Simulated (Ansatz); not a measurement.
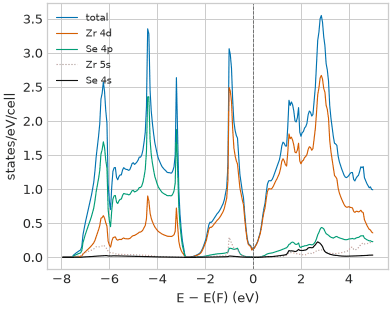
Figure: Total and projected density of states of ZrSe in space group P-6m2 (No. 187; Zr on 1a, Se on 1d), LDA in the plane-wave PAW code Ansatz

Problem. Which orbitals carry the states next to the Fermi level?

Solution. Within 0.5 eV of the Fermi level: Zr 4d 91 %. Projections are on Löwdin-orthogonalised atomic valence shells; empty p or d shells of many metals are not among them.

Problem. Where is the tallest occupied peak in this window, and what makes it?

Solution. Near -4.4 eV, about 3.4 states/eV per cell; the largest projected share is Se 4p.

The workflow started from a Materials Project entry (that database holds measured and hypothetical structures alike); the Crystallography Open Database copy checked does not list it. Whether it is the stable phase at ambient conditions was not checked. The cell was relaxed with LDA under the symmetry of its start; whether a distortion lowers the energy is not shown. No spin polarisation was allowed. Scalar-relativistic: spin–orbit coupling is off unless named, which matters more the heavier the elements.

Potentials: the later of the program's two PAW sets.
